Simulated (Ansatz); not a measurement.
**GaHOF+ (triplet): from Hartree-Fock to the top rungs, cc-pVDZ**

How much of the correlation energy of GaHOF+ (triplet) does each wave-function method recover here?

Computed with Ansatz 0.2.0, Gaussian basis. Level: cc-pVDZ, core rule «outside noble gas», up to 16 orbitals frozen.

The runs, in order: UHF; CCSD(T) on ROHF; CCSD(T) on UHF; BCCD(T) on ROHF; CISD; CCSDT(Q) on ROHF; CCSDT(Q) on UHF.

23 further runs of the same task are left out: 5 for a known fault of the program, 5 that didn't finish, 13 set aside as unsound or not needed.

**1. The geometry**

The geometry is a PBE0/def2-TZVP stationary point (not a proven minimum) of the parent state, kept for this charge and spin. No spin-orbit coupling is included. The filled d shell of Ga may be among the frozen orbitals whatever the setting's name suggests; the logs give the count.

4 atoms, charge 1, spin multiplicity 3.

Atoms are counted from 1 here; the program's logs count them from 0.

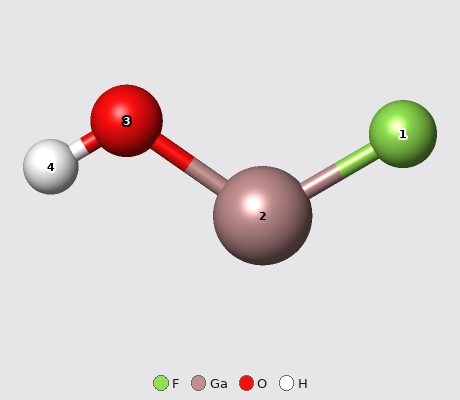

The geometry (fluorine green, gallium pink, oxygen red, hydrogen white); atoms are numbered from 1 in the order of the file.

In the tables R marks a restricted open-shell determinant and U an unrestricted one; energies count from the table's Hartree-Fock row.

**2. UHF**

The input, in.yaml:

```yaml
crystal:
  periodic: [false, false, false]
  atoms:
    - {symbol: F, position_ang: [0.000000, -0.613878, 1.472476]}
    - {symbol: Ga, position_ang: [0.000000, 0.320760, -0.018355]}
    - {symbol: O, position_ang: [0.000000, -0.660347, -1.521903]}
    - {symbol: H, position_ang: [0.000000, -0.135382, -2.326935]}
basis:
  gaussian: {orbitals: cc-pVDZ}
total_charge: 1
magnetization: {spin_polarized: true, initial_magnetization: 2}
hamiltonian: {xc: hf}
output: {orbitals: {seedname: orbitals}}
```

The run is started by

```
$ ansatz run in.yaml --threads 1 --pin off --events-out ev --progress --plain --max-ram 2393MiB
```

Standard output:

```text
Functional definition: HF
  name "HF"
  cite "Fock, Z. Phys. 61, 126 (1930) doi:10.1007/BF01340294"
  parent pbe
  exchange = exact_x
  correlation = 0
628 factors; integrals over basis functions are off by at most 1.4e-3 eV
mean field evaluation 1: about -57076.4443 eV, gradient 4.2e1 eV
mean field evaluation 2: about -57076.4970 eV, gradient 4.2e1 eV
mean field evaluation 4: about -57083.2302 eV, gradient 3.2e0 eV
mean field evaluation 8: about -57083.3997 eV, gradient 2.2e-1 eV
mean field evaluation 16: about -57079.9567 eV, gradient 1.5e1 eV
mean field evaluation 32: about -57082.5303 eV, gradient 5.2e-1 eV
mean field evaluation 64: about -57082.5248 eV, gradient 5.9e-1 eV
mean field evaluation 96: about -57081.6277 eV, gradient 2.7e0 eV
mean field -57083.40071763 eV, -2097.7762838542 hartree, gradient 3.5e-5 eV, S^2 2.011302; 4 other end points of the search recorded, 0 dependent functions left out
reference -57083.40071763 eV, -2097.7762838542 hartree; 25, 23 occupied and 35, 37 virtual orbitals, 628 factors
Total energy: -57083.40071763 eV, -2097.7762838542 hartree
```

It took 3.3 s on 1 thread of Arm Neoverse V2, shared host.

From the report: ⟨S²⟩ of the determinant 2.011 (pure triplet: 2.00).

**3. CCSD(T) on ROHF**

Changes to in.yaml since step 2:

```diff
@@ -10,4 +10,3 @@
 total_charge: 1
-magnetization: {spin_polarized: true, initial_magnetization: 2}
-hamiltonian: {xc: hf}
-output: {orbitals: {seedname: orbitals}}
+magnetization: {spin_polarized: false, initial_magnetization: 2}
+correlation: {method: ccsd_t, electrons: outside_noble_gas}
```

The command is unchanged.

Standard output (excerpt; [...] marks lines left out):

```text
Functional definition: HF
  name "HF"
  cite "Fock, Z. Phys. 61, 126 (1930) doi:10.1007/BF01340294"
  parent pbe
[...]
628 factors; integrals over basis functions are off by at most 1.4e-3 eV
[...]
mean field -57083.23985728 eV, -2097.7703723452 hartree, gradient 5.6e-6 eV, S^2 2.000000; 12 other end points of the search recorded, 0 dependent functions left out
[...]
determinant -57083.23985728 eV, -2097.7703723452 hartree, with singles and doubles -57093.96416446 eV, -2098.1644833651 hartree
determinant -57082.39065333 eV, -2097.7391646760 hartree, with singles and doubles -57093.09023433 eV, -2098.1323670253 hartree
determinant -57081.46075631 eV, -2097.7049915908 hartree, with singles and doubles -57092.09926317 eV, -2098.0959495065 hartree
determinant -57081.37973710 eV, -2097.7020141896 hartree, with singles and doubles -57092.07743377 eV, -2098.0951472912 hartree
16 core orbitals not correlated, not the lowest: weight in the atoms' cores, before any rotation towards them, 0.899 or more for the frozen orbitals, at most 0.134 for the correlated occupied ones
reference -57083.23985728 eV, -2097.7703723452 hartree; 9, 7 occupied and 35, 37 virtual orbitals, 628 factors
second order -10.20184465 eV of doubles, -0.09506849 eV of singles
cycle   1  -10.72502551 eV  change   -7.2e-4 eV  update   3.3e-3
[...]
cycle  10  -10.72705993 eV  change   -8.0e-6 eV  update   7.0e-6
perturbative correction -0.20677396 eV, -0.0075988027 hartree
Total energy: -57094.17369116 eV, -2098.1721833294 hartree
```

Wall time 14 s (1 thread of Arm Neoverse V2, shared host).

From the report: correlation -10.9338 eV; T1 0.024; largest double amplitude 0.04.

**4. CCSD(T) on UHF**

Changes to in.yaml since step 3:

```diff
@@ -10,3 +10,3 @@
 total_charge: 1
-magnetization: {spin_polarized: false, initial_magnetization: 2}
+magnetization: {spin_polarized: true, initial_magnetization: 2}
 correlation: {method: ccsd_t, electrons: outside_noble_gas}
```

Launched as before.

Standard output (excerpt; [...] marks lines left out):

```text
Functional definition: HF
  name "HF"
  cite "Fock, Z. Phys. 61, 126 (1930) doi:10.1007/BF01340294"
  parent pbe
[...]
628 factors; integrals over basis functions are off by at most 1.4e-3 eV
[...]
mean field -57083.40071763 eV, -2097.7762838542 hartree, gradient 2.2e-6 eV, S^2 2.011302; 9 other end points of the search recorded, 0 dependent functions left out
determinant -57083.40071763 eV, -2097.7762838542 hartree, with singles and doubles -57093.97539286 eV, -2098.1648960013 hartree
determinant -57082.53241655 eV, -2097.7443743782 hartree, with singles and doubles -57093.10533601 eV, -2098.1329220017 hartree
determinant -57081.64388932 eV, -2097.7117216046 hartree, with singles and doubles -57092.11737508 eV, -2098.0966151070 hartree
determinant -57081.56111925 eV, -2097.7086798606 hartree, with singles and doubles -57092.09088522 eV, -2098.0956416229 hartree
16 core orbitals not correlated, not the lowest: weight in the atoms' cores, before any rotation towards them, 0.889 or more for the frozen orbitals, at most 0.149 for the correlated occupied ones
reference -57083.40071763 eV, -2097.7762838542 hartree; 9, 7 occupied and 35, 37 virtual orbitals, 628 factors
second order -10.14465954 eV of doubles, -0.00000000 eV of singles
cycle   1  -10.57499839 eV  change   -3.2e-4 eV  update   3.3e-3
[...]
cycle  10  -10.57700878 eV  change   -6.1e-6 eV  update   6.1e-6
perturbative correction -0.20393195 eV, -0.0074943610 hartree
Total energy: -57094.18165836 eV, -2098.1724761185 hartree
```

Wall time 16 s (1 thread of Arm Neoverse V2, shared host).

From the report: ⟨S²⟩ of the determinant 2.011 (pure triplet: 2.00); correlation -10.7809 eV; T1 0.021; largest double amplitude 0.04.

**5. BCCD(T) on ROHF**

Changes to in.yaml since step 4:

```diff
@@ -10,3 +10,3 @@
 total_charge: 1
-magnetization: {spin_polarized: true, initial_magnetization: 2}
-correlation: {method: ccsd_t, electrons: outside_noble_gas}
+magnetization: {spin_polarized: false, initial_magnetization: 2}
+correlation: {method: bccd_t, electrons: outside_noble_gas}
```

Same command.

Standard output (excerpt; [...] marks lines left out):

```text
Functional definition: HF
  name "HF"
  cite "Fock, Z. Phys. 61, 126 (1930) doi:10.1007/BF01340294"
  parent pbe
[...]
628 factors; integrals over basis functions are off by at most 1.4e-3 eV
[...]
mean field -57083.23985728 eV, -2097.7703723452 hartree, gradient 5.6e-6 eV, S^2 2.000000; 12 other end points of the search recorded, 0 dependent functions left out
[...]
determinant -57083.23985728 eV, -2097.7703723452 hartree, with singles and doubles -57093.96416446 eV, -2098.1644833651 hartree
determinant -57082.39065333 eV, -2097.7391646760 hartree, with singles and doubles -57093.09023433 eV, -2098.1323670253 hartree
determinant -57081.46075631 eV, -2097.7049915908 hartree, with singles and doubles -57092.09926317 eV, -2098.0959495065 hartree
determinant -57081.37973710 eV, -2097.7020141896 hartree, with singles and doubles -57092.07743377 eV, -2098.0951472912 hartree
16 core orbitals not correlated, not the lowest: weight in the atoms' cores, before any rotation towards them, 0.899 or more for the frozen orbitals, at most 0.134 for the correlated occupied ones
reference -57083.23985728 eV, -2097.7703723452 hartree; 9, 7 occupied and 35, 37 virtual orbitals, 628 factors
second order -10.20184465 eV of doubles, -0.09506849 eV of singles
cycle   1  -10.68474194 eV  change    4.0e-2 eV  update   1.7e-2
[...]
cycle  11  -10.68797084 eV  change    1.5e-5 eV  update   1.7e-5
perturbative correction -0.25089018 eV, -0.0092200442 hartree
Total energy: -57094.17871830 eV, -2098.1723680734 hartree
```

Run time: 15 s. Hardware: 1 thread of Arm Neoverse V2, shared host.

From the report: correlation -10.9389 eV; largest double amplitude 0.04.

**6. CISD**

Changes to in.yaml since step 5:

```diff
@@ -11,2 +11,2 @@
 magnetization: {spin_polarized: false, initial_magnetization: 2}
-correlation: {method: bccd_t, electrons: outside_noble_gas}
+correlation: {active_space: {ras: {orbitals: [7, 2, 35], electrons: 16, max_holes: 2, max_particles: 2}, fixed_orbitals: true}}
```

Launched as before.

Standard output (excerpt; [...] marks lines left out):

```text
Functional definition: HF
  name "HF"
  cite "Fock, Z. Phys. 61, 126 (1930) doi:10.1007/BF01340294"
  parent pbe
[...]
628 factors; integrals over basis functions are off by at most 1.4e-3 eV
[...]
mean field -57083.23985728 eV, -2097.7703723452 hartree, gradient 5.6e-6 eV, S^2 2.000000; 12 other end points of the search recorded, 0 dependent functions left out
reference -57083.23985728 eV, -2097.7703723452 hartree; 25, 23 occupied and 35, 37 virtual orbitals, 628 factors
state -57090.47879840 eV, -2098.0363985247 hartree
Total energy: -57090.47879840 eV, -2098.0363985247 hartree
```

It took 15 s on 1 thread of Arm Neoverse V2, shared host.

From the report: 260,402 determinants.

**7. CCSDT(Q) on ROHF**

Changes to in.yaml since step 6:

```diff
@@ -11,2 +11,2 @@
 magnetization: {spin_polarized: false, initial_magnetization: 2}
-correlation: {active_space: {ras: {orbitals: [7, 2, 35], electrons: 16, max_holes: 2, max_particles: 2}, fixed_orbitals: true}}
+correlation: {method: ccsdt_q, electrons: outside_noble_gas}
```

Launched as before.

Standard output (excerpt; [...] marks lines left out):

```text
Functional definition: HF
  name "HF"
  cite "Fock, Z. Phys. 61, 126 (1930) doi:10.1007/BF01340294"
  parent pbe
[...]
1124 factors; integrals over basis functions are off by at most 2.0e-7 eV
[...]
mean field -57083.24017888 eV, -2097.7703841639 hartree, gradient 7.0e-6 eV, S^2 2.000000; 12 other end points of the search recorded, 0 dependent functions left out
[...]
determinant -57083.24017888 eV, -2097.7703841639 hartree, with singles and doubles -57093.96449853 eV, -2098.1644956419 hartree
determinant -57082.39098574 eV, -2097.7391768917 hartree, with singles and doubles -57093.09058072 eV, -2098.1323797547 hartree
determinant -57081.46107868 eV, -2097.7050034376 hartree, with singles and doubles -57092.09959560 eV, -2098.0959617232 hartree
determinant -57081.38006033 eV, -2097.7020260680 hartree, with singles and doubles -57092.07776515 eV, -2098.0951594690 hartree
16 core orbitals not correlated, not the lowest: weight in the atoms' cores, before any rotation towards them, 0.899 or more for the frozen orbitals, at most 0.134 for the correlated occupied ones
reference -57083.24017888 eV, -2097.7703841639 hartree; 9, 7 occupied and 35, 37 virtual orbitals, 1124 factors
second order -10.20187441 eV of doubles, -0.09506795 eV of singles
cycle   1  -10.37276216 eV  change   -7.4e-2 eV  update   1.0e-1
[...]
cycle  26  -10.95803778 eV  change    1.9e-6 eV  update   1.4e-6
perturbative correction -0.01935553 eV, -0.0007113025 hartree
Total energy: -57094.21757219 eV, -2098.1737959272 hartree
```

It took 4.8 min on 1 thread of Arm Neoverse V2, shared host; peak memory 1.3 GiB.

From the report: correlation -10.9774 eV; T1 0.027; largest double amplitude 0.04.

**8. CCSDT(Q) on UHF**

Changes to in.yaml since step 7:

```diff
@@ -10,3 +10,3 @@
 total_charge: 1
-magnetization: {spin_polarized: false, initial_magnetization: 2}
+magnetization: {spin_polarized: true, initial_magnetization: 2}
 correlation: {method: ccsdt_q, electrons: outside_noble_gas}
```

The command is unchanged.

Standard output (excerpt; [...] marks lines left out):

```text
Functional definition: HF
  name "HF"
  cite "Fock, Z. Phys. 61, 126 (1930) doi:10.1007/BF01340294"
  parent pbe
[...]
1124 factors; integrals over basis functions are off by at most 2.0e-7 eV
[...]
mean field -57083.40103820 eV, -2097.7762956348 hartree, gradient 2.6e-6 eV, S^2 2.011302; 8 other end points of the search recorded, 0 dependent functions left out
determinant -57083.40103820 eV, -2097.7762956348 hartree, with singles and doubles -57093.97572703 eV, -2098.1649082816 hartree
determinant -57082.53274877 eV, -2097.7443865870 hartree, with singles and doubles -57093.10568281 eV, -2098.1329347462 hartree
determinant -57081.64420988 eV, -2097.7117333851 hartree, with singles and doubles -57092.11770561 eV, -2098.0966272539 hartree
determinant -57081.56144084 eV, -2097.7086916789 hartree, with singles and doubles -57092.09121621 eV, -2098.0956537864 hartree
16 core orbitals not correlated, not the lowest: weight in the atoms' cores, before any rotation towards them, 0.889 or more for the frozen orbitals, at most 0.149 for the correlated occupied ones
reference -57083.40103820 eV, -2097.7762956348 hartree; 9, 7 occupied and 35, 37 virtual orbitals, 1124 factors
second order -10.14468969 eV of doubles, -0.00000000 eV of singles
cycle   1  -10.22858170 eV  change   -8.4e-2 eV  update   1.0e-1
[...]
cycle  26  -10.80530574 eV  change    1.7e-6 eV  update   1.2e-6
perturbative correction -0.02781718 eV, -0.0010222626 hartree
Total energy: -57094.23416112 eV, -2098.1744055594 hartree
```

It took 1.9 min on 1 thread of Arm Neoverse V2, shared host; peak memory 0.86 GiB.

From the report: ⟨S²⟩ of the determinant 2.011 (pure triplet: 2.00); correlation -10.8331 eV; T1 0.024; largest double amplitude 0.04.

**9. All levels against the top one**

The yardstick is UCCSDT(Q), where the cluster series has nearly closed. Rows without a time come out of other runs: HF, MP2 and CCSD of CCSD(T), CCSDT of CCSDT(Q).

Differences are taken before rounding.

```
   method  energy from the lowest RHF (kJ/mol)  from UCCSDT(Q) (kJ/mol)     time
      RHF                                  0.0                  +1060.8         
      UHF                                -15.5                  +1045.3         
     RMP2                               -993.5                    +67.3         
     UMP2                               -994.3                    +66.5         
    RCCSD                              -1035.0                    +25.8         
    UCCSD                              -1036.0                    +24.7         
 RCCSD(T)                              -1055.0                     +5.8     14 s
 UCCSD(T)                              -1055.7                     +5.1     16 s
  BCCD(T)                              -1055.4                     +5.3     15 s
   RCCSDT                              -1057.3                     +3.5         
   UCCSDT                              -1058.1                     +2.7         
RCCSDT(Q)                              -1059.2                     +1.6  4.8 min
UCCSDT(Q)                              -1060.8                        0  1.9 min
```

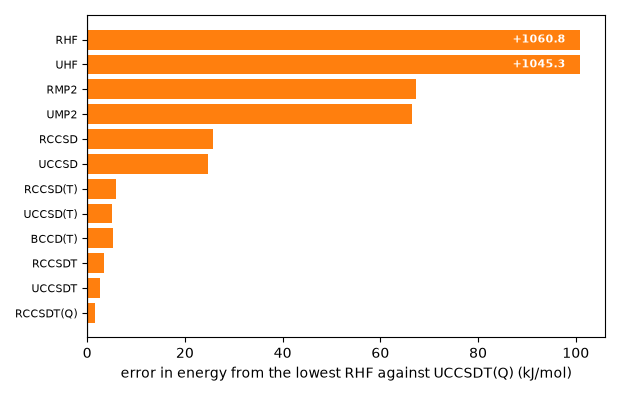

Deviations from UCCSDT(Q), method by method. Bars with a number in them are cut short.

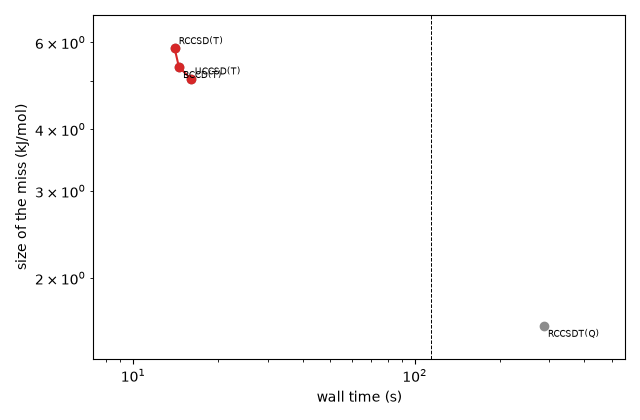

Miss against cost. Red marks the levels that no quicker level drawn beats (of those quicker than the yardstick), and the dashed line is the time of UCCSDT(Q). Times are from a shared host.

Not comparable, so not listed: CISD (they don't share determinant, frozen orbitals or solution with the rows shown, or repeat one).

**10. Results**

| quantity | value |
| --- | --- |
| UCCSDT(Q) below the RHF energy | -10.9943 eV |
| RMP2 from UCCSDT(Q) | +67.3 kJ/mol |
| UMP2 from UCCSDT(Q) | +66.5 kJ/mol |
| RCCSD from UCCSDT(Q) | +25.8 kJ/mol |
| RCCSD(T) from UCCSDT(Q) | +5.8 kJ/mol |
| UCCSD(T) from UCCSDT(Q) | +5.1 kJ/mol |
| RCCSDT(Q) from UCCSDT(Q) | +1.6 kJ/mol |
| levels within 1 kcal/mol (43 meV) | RCCSDT, UCCSDT, RCCSDT(Q) |
| T1 diagnostic | 0.024 |

**Reading.** RCCSD(T) lands +5.8 kJ/mol from the yardstick (0.6 % of the correlation energy). These misses are within one basis, not against nature; the frozen cores of restricted and unrestricted runs differ, which can shift their rows.

UCCSD(T) reaches 5.1 kJ/mol from the reference in 16 s, where UCCSDT(Q) took 1.9 min; the quickest level in the cost chart, RCCSD(T), takes 14 s and misses by 5.8 kJ/mol.
